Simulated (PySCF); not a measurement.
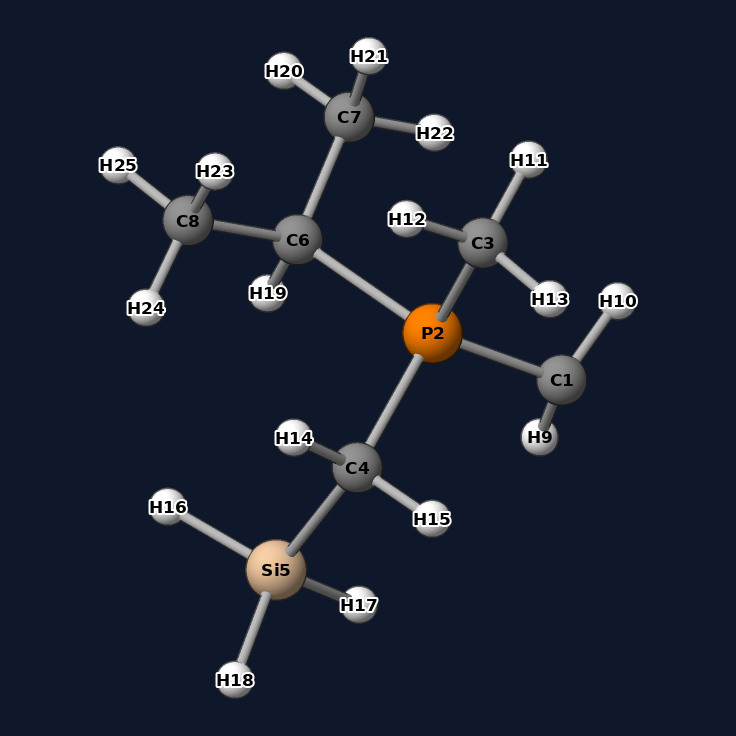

The questions are on isotropic NMR shieldings of the C atoms. The computed structure is the end point of a GFN2-xTB optimisation. No frequency run is at hand to confirm it as a minimum. Method: GIAO PBE0/pcSseg-1 NMR shielding, non-relativistic, gas phase (PySCF 2.14.0).

Q: Which C atom is the most shielded (lowest chemical shift)?

A: C1 (190.0 ppm).

Q: Which C atom is the least shielded (highest chemical shift)?

A: C6 (146.4 ppm).

Q: How wide is the range of C shifts?

A: 43.6 ppm.

Give the isotropic NMR shieldings of the C atoms atom by atom.

| atom | σ (ppm) |
| --- | --- |
| C1 | 190.0 |
| C3 | 174.4 |
| C4 | 177.1 |
| C6 | 146.4 |
| C7 | 170.1 |
| C8 | 165.6 |

The geometry is semi-empirical. Around P, Si such bond lengths and angles can be off by a tenth of an ångström or more and by several degrees, and values that hang on the shape move with them.
